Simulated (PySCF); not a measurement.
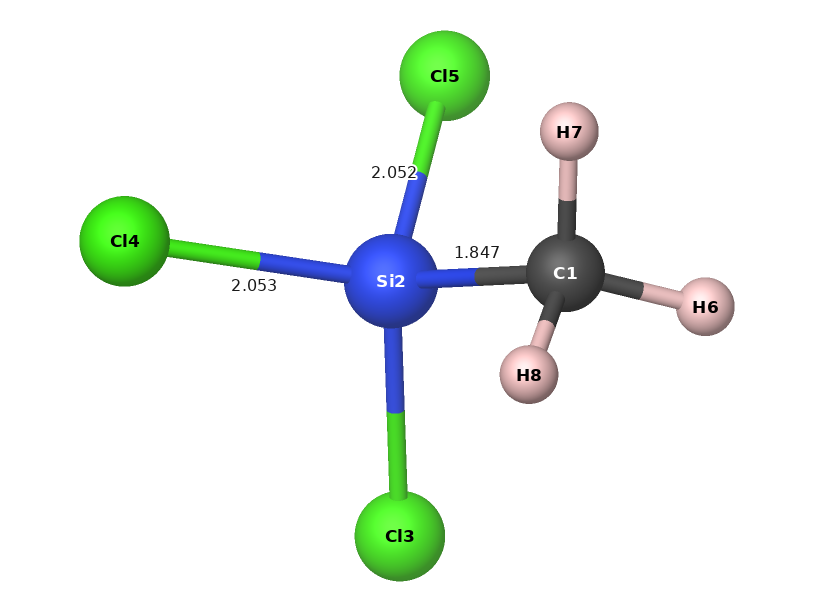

Bond lengths are marked in Å; every bond is drawn as one stick. The geometry was computed by an optimisation with PBE0-D3(BJ)/def2-SVP. No frequency run is at hand to confirm it as a minimum.

Assign a bond order to each marked bond.

Answer. C1–Si2 single; Si2–Cl4 single; Si2–Cl5 single.

Give the structure as SMILES.

Answer. C[Si](Cl)(Cl)Cl
